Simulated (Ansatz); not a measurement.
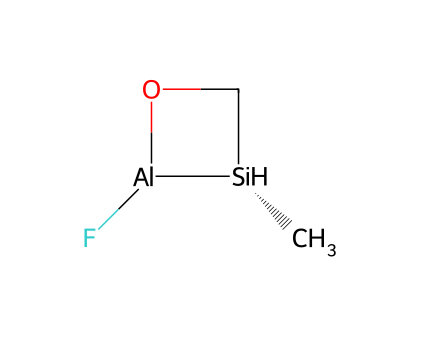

The drawing above gives the connectivity. The geometry was computed by an optimisation with PBE0-D4/def2-TZVP. No frequency run is at hand to confirm it as a minimum.

What does the molecule look like in three dimensions?

Formula C2H6AlFOSi. SMILES: `C[Si@H]1C[O][Al]1[F]`. Among its groups: Si–H bond. The point group is C1. Coordination, clear cases only: 2 C tetrahedral; 1 O bent.

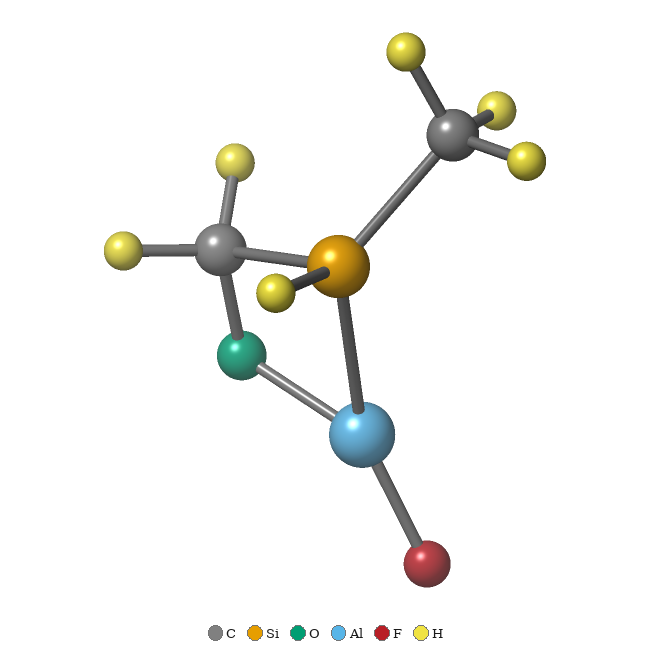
